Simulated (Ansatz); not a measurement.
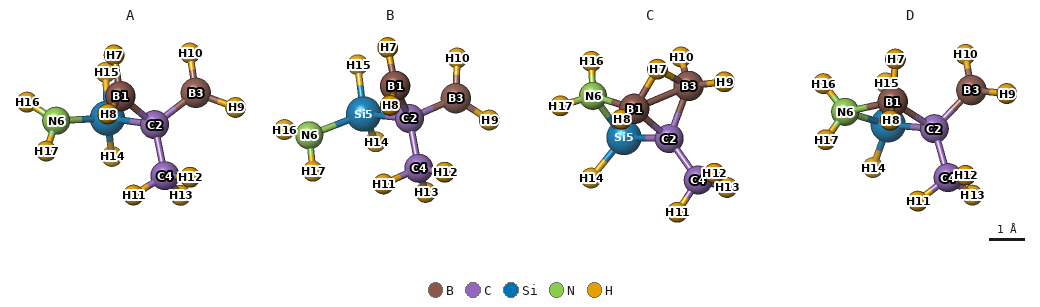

4 geometries from one relaxation of C₂H₁₁B₂NSi, in shuffled order. The picture is a ball-and-stick view, seen at a tilt.

The run prepares an end point of a later path (torsion) calculation, from a guessed geometry.

Level of theory: RKS revPBE/def2-SVP (Ansatz). (no spin polarisation; force threshold 0.015 eV/Å; at most 40 steps)

Order the frames from highest to lowest energy.

Answer. B, A, D, C. They are steps 0, 11, 24, 39, at +1.808 eV, +0.962 eV, +0.553 eV relative to the last. The largest move after the best rigid fit is that of H16, 2.52 Å. By element the largest moves are H 2.52 Å, N 1.36 Å, B 1.08 Å, Si 0.73 Å, C 0.69 Å. Some distances before and after: B1–N6 3.466 → 1.644 Å, B3–H7 2.986 → 1.417 Å, B1–B3 2.571 → 1.873 Å, B1–Si5 2.846 → 2.408 Å. New bonds form, among them: B1–N6 (3.47 → 1.64 Å), B3–H7 (2.99 → 1.42 Å). Bond angles that change, for instance: B1–C2–B3 106.8° → 70.3°, C2–Si5–N6 111.1° → 84.9°, B1–C2–Si5 109.0° → 87.8°. Groups turn about Si5–N6 by about 60°. The energy falls by 1.808 eV in 34 accepted moves (39 points after the start). Largest force component: 4.1 eV/Å at the start, 0.0089 eV/Å at the end. The line search rejected the trial steps at points 15, 17, 32, 33, 38 of the run. Cost: 110 s on 2 threads of Intel(R) Xeon(R) Platinum 8488C (Sapphire Rapids), with other jobs on the host, peak memory 0.23 GiB.
